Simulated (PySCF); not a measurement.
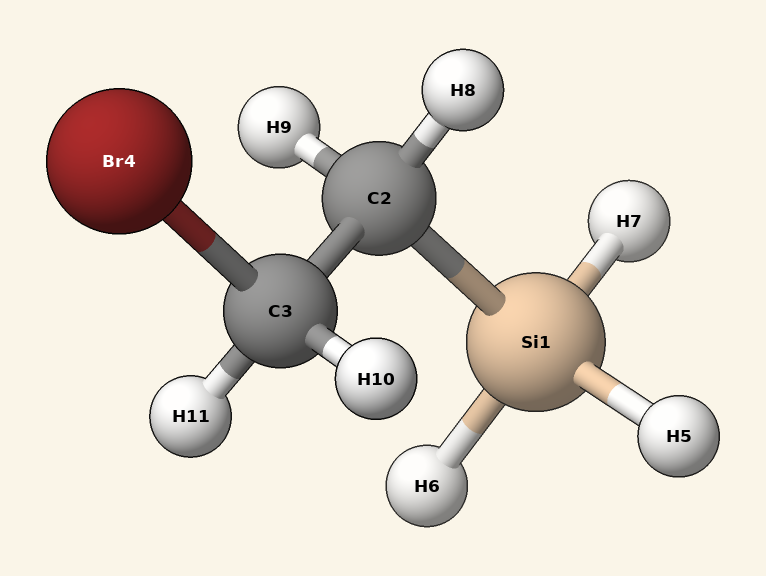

Computed geometry: PBE0-D3(BJ)/def2-SVP optimisation. No frequency run is at hand to confirm it as a minimum. Properties computed with delta-SCF UKS SCAN, pcX-2 on the ionised atom, pcseg-1 elsewhere, spin-free X2C (PySCF 2.14.0).

Give the core-electron binding energies (to vacuum; p and d levels without spin–orbit splitting) of Si1 1s, Si1 2p, C2 1s, C3 1s.

```
atom  level  binding energy (eV)
 Si1     1s               1846.7
 Si1     2p                107.2
  C2     1s                290.7
  C3     1s                292.1
```
